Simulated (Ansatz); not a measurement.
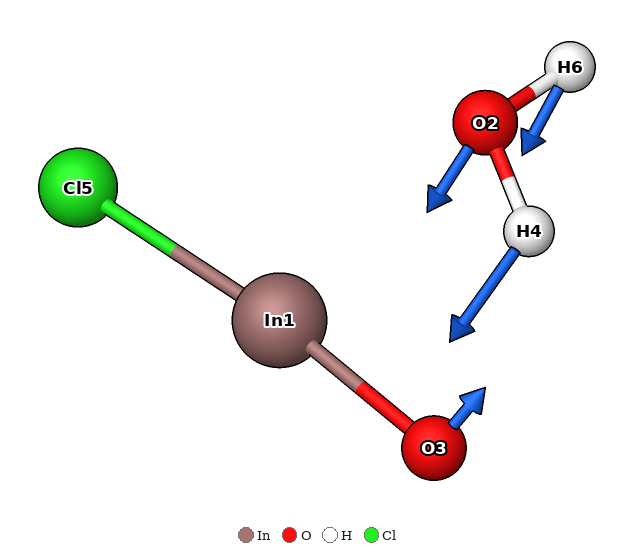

The arrows show one normal mode. Harmonic vibrations computed with RKS PBE0-D4/def2-TZVP, core potentials on In (Ansatz 0.2.0) at a stationary point of the same level.

Q: Estimate its harmonic wavenumber.

A: 207 cm⁻¹; it is mode 4 of 12 counted from the lowest.
